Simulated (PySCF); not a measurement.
**[Er(P5)]2+: how settings move a single point**

Which settings matter for [Er(P5)]2+? Each run alters one on purpose. It is a constructed species; whether it can be made isn't addressed.

Method: B3LYP, Er lcecp-1-SVP with ECP57, P def2-SVP; scalar-relativistic core potentials, no spin–orbit coupling; program: PySCF 2.14.0.

3 further runs of the same task are left out: 2 for a known fault of the program, 1 that didn't finish.

### 1 Starting geometry

6 atoms, charge 2, spin multiplicity 1.

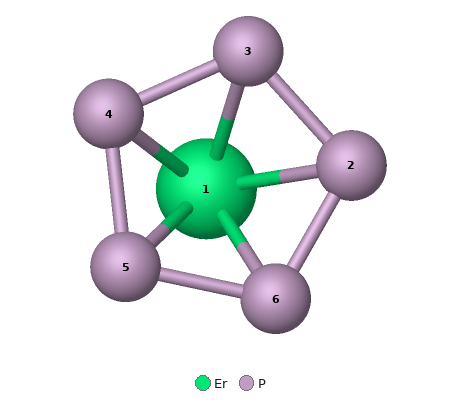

The geometry (erbium green, phosphorus pink); atoms are numbered from 1 in the order of the file.

Geometry (Å):

```xyz
6

Er    0.0000    0.0000   -1.0895
P     1.8472    0.0000    1.1542
P     0.5708    1.7568    1.1542
P    -1.4944    1.0857    1.1542
P    -1.4944   -1.0858    1.1542
P     0.5708   -1.7568    1.1542
```

Formal oxidation states: Er +3. Each metal's 11 4f electrons lie in its core potential, so multiplicities, spins and levels count the valence alone. An earlier session relaxed this geometry at B3LYP, Er lcecp-1-SVP with ECP57, P def2-SVP (singlet, point group C5v).

The sound run used a (50, 194) grid (finer on f atoms), a threshold of 1e-8 and at most 55 cycles, and ended at -1743.965516 Eh.

### 2 Try 1

run.py (the lines that set the calculation) reads:

```python
mol = gto.M(atom='''
Er     0.00000     0.00000    -1.08945
P      1.84722     0.00002     1.15422
P      0.57080     1.75681     1.15422
P     -1.49444     1.08575     1.15422
P     -1.49442    -1.08578     1.15422
P      0.57084    -1.75680     1.15422''',
    basis={'Er': 'lcecp-1-SVP', 'P': 'def2-SVP'},
    ecp={'Er': 'lcecp-1-SVP'},
    charge=2, spin=0)
mf = dft.RKS(mol, xc='B3LYP')
mf.grids.atom_grid = (50, 194)  # f atoms: unpruned, at least (60, 302)
mf = mf.density_fit()  # fitting sets: Er AutoAux, P def2-universal-JKFIT
mf.conv_tol = 0.001; mf.max_cycle = 55
mf.kernel(dm0)  # dm0: free metal ions and neutral atoms
```

On the command line:

```bash
$ OMP_NUM_THREADS=2 python run.py
```

Log:

```text
init E= -1732.01314114548
  HOMO = -0.669735531985813  LUMO = -0.573430803301139  gap/eV = 2.62059
cycle= 1 E= -1743.76096651353  delta_E= -11.7  |g|= 0.783  |ddm|= 3.86
  HOMO = -0.495676551963946  LUMO = -0.481350581673284  gap/eV = 0.38983
cycle= 2 E= -1739.95934974352  delta_E=  3.8  |g|= 3.22  |ddm|= 4.66
  HOMO = -0.532154266482507  LUMO = -0.426204459898147  gap/eV = 2.88304
cycle= 3 E= -1743.82564608477  delta_E= -3.87  |g|= 0.598  |ddm|= 4.04
  HOMO = -0.570769321395604  LUMO = -0.501820526336429  gap/eV = 1.87619
cycle= 4 E= -1743.94850321819  delta_E= -0.123  |g|= 0.213  |ddm|= 1.28
  HOMO = -0.577202952850999  LUMO = -0.491906711339366  gap/eV = 2.32103
cycle= 5 E= -1743.96520322696  delta_E= -0.0167  |g|= 0.0268  |ddm|= 0.343
  HOMO = -0.577303539270941  LUMO = -0.488312131457229  gap/eV = 2.42158
cycle= 6 E= -1743.96546901798  delta_E= -0.000266  |g|= 0.011  |ddm|= 0.059
  HOMO = -0.578269013015285  LUMO = -0.487251141735068  gap/eV = 2.47672
Extra cycle  E= -1743.96536001212  delta_E= 0.000109  |g|= 0.0196  |ddm|= 0.0472
converged SCF energy = -1743.96536001212
```

Run time: 5.6 s. Hardware: 2 threads of Arm Neoverse V2, shared host.

Changed: the SCF threshold (0.001). It converges in 6 cycles, +0.004 eV from the sound run, with a largest force component of 0.02 eV/Å. The result survives the change.

### 3 Try 2

run.py (the lines that set the calculation) reads:

```python
mol = gto.M(atom='''
Er     0.00000     0.00000    -1.14393
P      1.93958     0.00002     1.21193
P      0.59934     1.84465     1.21193
P     -1.56916     1.14004     1.21193
P     -1.56914    -1.14007     1.21193
P      0.59938    -1.84464     1.21193''',
    basis={'Er': 'lcecp-1-SVP', 'P': 'def2-SVP'},
    ecp={'Er': 'lcecp-1-SVP'},
    charge=2, spin=0)
mf = dft.RKS(mol, xc='B3LYP')
mf.grids.atom_grid = (50, 194)  # f atoms: unpruned, at least (60, 302)
mf = mf.density_fit()  # fitting sets: Er AutoAux, P def2-universal-JKFIT
mf.conv_tol = 1e-08; mf.max_cycle = 55
mf.kernel(dm0)  # dm0: free metal ions and neutral atoms
```

On the command line:

```bash
$ OMP_NUM_THREADS=2 python run.py
```

Log:

```text
init E= -1731.61368561683
  HOMO = -0.649590977387867  LUMO = -0.559268033944425  gap/eV = 2.45781
cycle= 1 E= -1743.76505034899  delta_E= -12.2  |g|= 0.718  |ddm|= 3.69
  HOMO = -0.513614087641471  LUMO = -0.482748461334546  gap/eV = 0.83990
cycle= 2 E= -1738.45119045575  delta_E= 5.31  |g|= 3.81  |ddm|= 4.93
  HOMO = -0.517699349529007  LUMO = -0.427689940329931  gap/eV = 2.44928
cycle= 3 E= -1743.86152477958  delta_E= -5.41  |g|= 0.481  |ddm|= 4.27
  HOMO = -0.561441297805561  LUMO = -0.498354803716783  gap/eV = 1.71667
cycle= 4 E= -1743.92737478166  delta_E= -0.0659  |g|= 0.226  |ddm|= 1.08
  HOMO = -0.565557607072214  LUMO = -0.48362249281753  gap/eV = 2.22957
cycle= 5 E= -1743.94774333977  delta_E= -0.0204  |g|= 0.0246  |ddm|= 0.359
  HOMO = -0.565645070919255  LUMO = -0.480299481400253  gap/eV = 2.32237
cycle= 6 E= -1743.94800859149  delta_E= -0.000265  |g|= 0.00962  |ddm|= 0.053
  HOMO = -0.565847101830455  LUMO = -0.479821020804699  gap/eV = 2.34089
cycle= 7 E= -1743.94804664892  delta_E= -3.81e-05  |g|= 0.00128  |ddm|= 0.0164
  HOMO = -0.565831150845409  LUMO = -0.479903947748246  gap/eV = 2.33820
cycle= 8 E= -1743.94804720251  delta_E= -5.54e-07  |g|= 0.000386  |ddm|= 0.00236
  HOMO = -0.56582302784202  LUMO = -0.479914341253547  gap/eV = 2.33769
cycle= 9 E= -1743.94804711064  delta_E= 9.19e-08  |g|= 0.000602  |ddm|= 0.00143
  HOMO = -0.565820873840546  LUMO = -0.479907556086519  gap/eV = 2.33782
cycle= 10 E= -1743.94804726609  delta_E= -1.55e-07  |g|= 4.34e-05  |ddm|= 0.000945
  HOMO = -0.56582108885197  LUMO = -0.479907600279313  gap/eV = 2.33783
cycle= 11 E= -1743.94804726703  delta_E= -9.4e-10  |g|= 9.32e-06  |ddm|= 8.58e-05
  HOMO = -0.565822001182239  LUMO = -0.479908342115265  gap/eV = 2.33783
Extra cycle  E= -1743.94804726696  delta_E= 6.64e-11  |g|= 1.72e-05  |ddm|= 4.41e-05
converged SCF energy = -1743.94804726696
```

Wall time 6.4 s (2 threads of Arm Neoverse V2, shared host).

Changed: the scale of all coordinates (1.05). It converges in 11 cycles, +0.475 eV from the sound run, with a largest force component of 1.58 eV/Å. The setting is unsound, so these numbers aren't the compound's.

### 4 Try 3

run.py (the lines that set the calculation) reads:

```python
mol = gto.M(atom='''
Er     0.00000     0.00000    -1.08945
P      1.84722     0.00002     1.15422
P      0.57080     1.75681     1.15422
P     -1.49444     1.08575     1.15422
P     -1.49442    -1.08578     1.15422
P      0.57084    -1.75680     1.15422''',
    basis={'Er': 'lcecp-1-SVP', 'P': 'def2-SVP'},
    ecp={'Er': 'lcecp-1-SVP'},
    charge=-1, spin=0)
mf = dft.RKS(mol, xc='B3LYP')
mf.grids.atom_grid = (50, 194)  # f atoms: unpruned, at least (60, 302)
mf = mf.density_fit()  # fitting sets: Er AutoAux, P def2-universal-JKFIT
mf.conv_tol = 1e-08; mf.max_cycle = 72
mf.kernel(dm0)  # dm0: free metal ions and neutral atoms
```

On the command line:

```bash
$ OMP_NUM_THREADS=2 python run.py
```

Log:

```text
RuntimeError: Electron number 87 and spin 0 are not consistent
Note mol.spin = 2S = Nalpha - Nbeta, not 2S+1
```

Hardware: 2 threads of Arm Neoverse V2, shared host.

Changed: the charge (by -3); the cycle limit is 72. The program refuses it: the number of electrons and the spin don't fit.

### 5 Try 4

Changes to run.py (the lines that set the calculation) since step 4:

```diff
@@ -9,7 +9,7 @@
     ecp={'Er': 'lcecp-1-SVP'},
-    charge=-1, spin=0)
+    charge=2, spin=0)
 mf = dft.RKS(mol, xc='B3LYP')
-mf.grids.atom_grid = (50, 194)  # f atoms: unpruned, at least (60, 302)
+mf.grids.atom_grid = (30, 86)  # f atoms: unpruned
 mf = mf.density_fit()  # fitting sets: Er AutoAux, P def2-universal-JKFIT
-mf.conv_tol = 1e-08; mf.max_cycle = 72
+mf.conv_tol = 1e-08; mf.max_cycle = 55
 mf.kernel(dm0)  # dm0: free metal ions and neutral atoms
```

On the command line:

```bash
$ OMP_NUM_THREADS=2 python run.py
```

Log:

```text
init E= -1732.0136951898
  HOMO = -0.669660090036239  LUMO = -0.573516035156387  gap/eV = 2.61621
cycle= 1 E= -1743.76102633794  delta_E= -11.7  |g|= 0.783  |ddm|= 3.86
  HOMO = -0.495780855130372  LUMO = -0.481319296744027  gap/eV = 0.39352
cycle= 2 E= -1739.9543393693  delta_E= 3.81  |g|= 3.22  |ddm|= 4.66
  HOMO = -0.532023243258543  LUMO = -0.426235298751445  gap/eV = 2.87864
cycle= 3 E= -1743.8259390803  delta_E= -3.87  |g|= 0.598  |ddm|= 4.04
  HOMO = -0.570699123523544  LUMO = -0.501902518626169  gap/eV = 1.87205
cycle= 4 E= -1743.94860342694  delta_E= -0.123  |g|= 0.214  |ddm|= 1.28
  HOMO = -0.577115914520339  LUMO = -0.491951783205543  gap/eV = 2.31743
cycle= 5 E= -1743.96532923222  delta_E= -0.0167  |g|= 0.0269  |ddm|= 0.343
  HOMO = -0.577229866638388  LUMO = -0.488397653298357  gap/eV = 2.41725
cycle= 6 E= -1743.96559442117  delta_E= -0.000265  |g|= 0.0111  |ddm|= 0.0591
  HOMO = -0.577481487790824  LUMO = -0.4878722264083  gap/eV = 2.43839
cycle= 7 E= -1743.96563948516  delta_E= -4.51e-05  |g|= 0.00291  |ddm|= 0.0183
  HOMO = -0.577515377908983  LUMO = -0.487975245437614  gap/eV = 2.43651
cycle= 8 E= -1743.96563748593  delta_E= 2e-06  |g|= 0.00363  |ddm|= 0.00989
  HOMO = -0.577518218702864  LUMO = -0.487924082832382  gap/eV = 2.43798
cycle= 9 E= -1743.96564287859  delta_E= -5.39e-06  |g|= 0.000213  |ddm|= 0.00581
  HOMO = -0.577505871270895  LUMO = -0.487933151860252  gap/eV = 2.43740
cycle= 10 E= -1743.96564289472  delta_E= -1.61e-08  |g|= 6.88e-05  |ddm|= 0.000402
  HOMO = -0.57751000355011  LUMO = -0.487934264664715  gap/eV = 2.43748
cycle= 11 E= -1743.96564289611  delta_E= -1.4e-09  |g|= 3.77e-05  |ddm|= 0.000152
  HOMO = -0.577505643990214  LUMO = -0.487936695276374  gap/eV = 2.43730
Extra cycle  E= -1743.96564289492  delta_E= 1.2e-09  |g|= 6.76e-05  |ddm|= 0.000168
converged SCF energy = -1743.96564289492
```

Run time: 5.2 s. Hardware: 2 threads of Arm Neoverse V2, shared host.

Changed: the integration grid, to (30, 86). It converges in 11 cycles, -0.003 eV from the sound run, with a largest force component of 0.05 eV/Å. The result survives the change.

### 6 Side by side

| run | changed | ending | energy change (eV) | cycles | time | usable |
| --- | --- | --- | --- | --- | --- | --- |
| 1 | the SCF threshold | converged | +0.004 | 6 | 5.6 s | yes |
| 2 | the scale of all coordinates | converged | +0.475 | 11 | 6.4 s | no |
| 3 | the charge | refused | – | – | 0 s | no |
| 4 | the integration grid | converged | -0.003 | 11 | 5.2 s | yes |

2 of 4 altered runs give a usable result. 1 ended normally with numbers unfit to quote.
